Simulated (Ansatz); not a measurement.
# ClF2H3OW···HF: what the fields show

Input file:

```
crystal:
  periodic: [false, false, false]
  atoms:
    - { symbol: W, position_ang: [0.224679, 0.347002, -0.278898] }
    - { symbol: F, position_ang: [-0.429968, 0.630934, 2.682678] }
    - { symbol: F, position_ang: [1.498397, -0.659138, -1.226546] }
    - { symbol: F, position_ang: [-0.372606, 2.090028, 0.054356] }
    - { symbol: O, position_ang: [-1.515975, -0.291965, -0.08333] }
    - { symbol: H, position_ang: [-1.886012, -0.808696, 0.653133] }
    - { symbol: H, position_ang: [0.412862, -0.991264, 0.738471] }
    - { symbol: H, position_ang: [-0.249124, 0.392881, -1.914808] }
    - { symbol: Cl, position_ang: [2.164327, 1.07472, 0.899778] }
    - { symbol: H, position_ang: [0.42832, 0.971499, 2.786666] }
basis:
  gaussian: { orbitals: def2-SVP }
hamiltonian:
  xc: b3lyp
  dispersion: d4
relax:
  f_tol: 0.03
  max_steps: 50
output:
  orbitals: {}
```

Launched as:

```sh
ansatz run input.yaml --threads 4 --pin off --max-ram 5120MiB --backend cpu --events-out ev --progress --plain --runs-dir out
```

The fields are those of the run's last geometry, not of the input's.

Core potentials replace the inner electrons of W.

The calculation used RKS B3LYP-D4/def2-SVP (Ansatz 0.2.0).

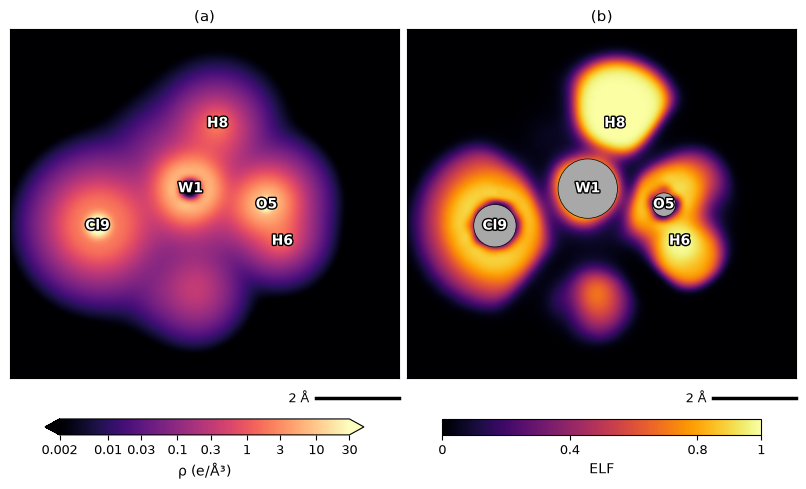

Figure 1. (a) electron density; (b) electron localisation function on the plane of atoms O5, W1 and H8. Grey discs cover the atomic cores in the ELF map.

**Describe what can be read from this map.**

The plane passes through W, O, H and Cl nuclei. W–O (1.87 Å): the density is about 1.2 e/Å³ at the midpoint; the ELF peaks at about 0.85 in the valence shell of O, 0.5 Å from its nucleus, and drops to about 0.30 between the two atoms. W–Cl (2.41 Å): ρ is about 0.56 e/Å³ halfway; the ELF peaks at about 0.85 in the valence shell of Cl, 0.8 Å from its nucleus, and is about 0.40 at the midpoint. O–H (0.97 Å): ρ at the midpoint is about 3.7 e/Å³; the ELF climbs to about 1 towards the hydrogen, as it does in any bond to H; a covalent bond by its length. W–H (1.70 Å): the density is about 1.6 e/Å³ at the midpoint; the ELF climbs to about 1 towards the hydrogen.

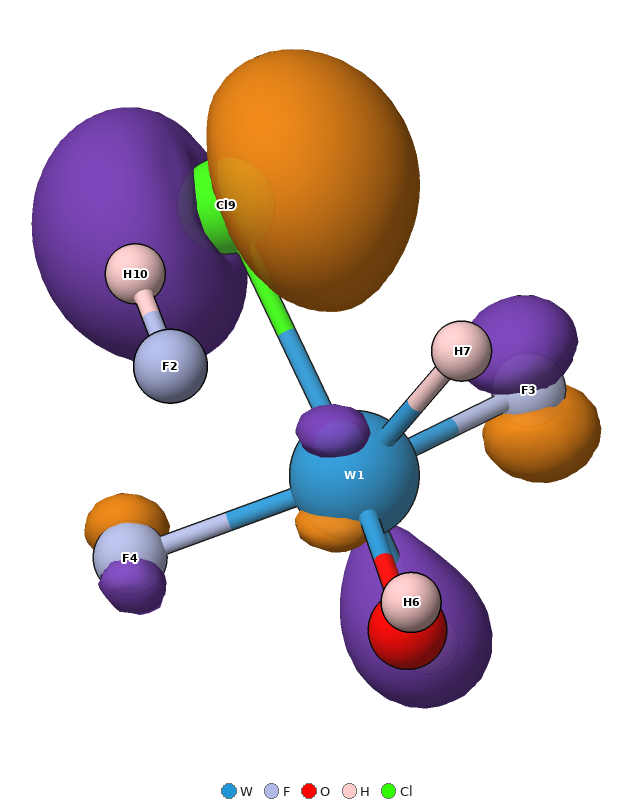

Figure 2. The HOMO−1 at ±0.15 Å⁻³ᐟ² (orange and purple are the two phases), seen at an oblique angle.

**Where does this orbital lie, and at what energy?**

It lies mainly on Cl9 (about 75 %), W1 (about 10 %) and F3 (about 5 %); largely a lone pair of Cl9. Its energy is −8.88 eV.

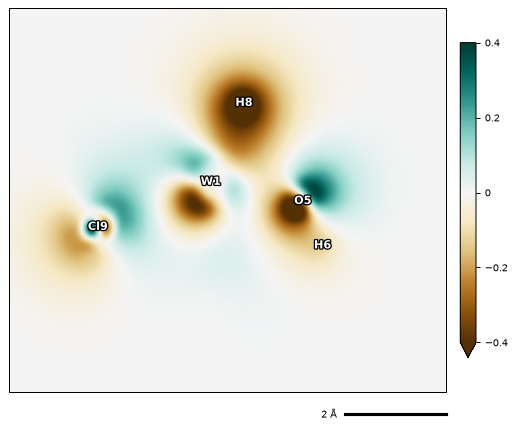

Figure 3. The HOMO on the plane of atoms H8, W1 and Cl9 (values in Å⁻³ᐟ²; the overall sign is arbitrary).

**What is the character of this orbital?**

By Hirshfeld shares it lies mainly on W1 (about 25 %), H8 (about 15 %), Cl9 (about 15 %), H7 (about 15 %), O5 (about 15 %) and F3 (about 10 %). Its energy is −8.39 eV.
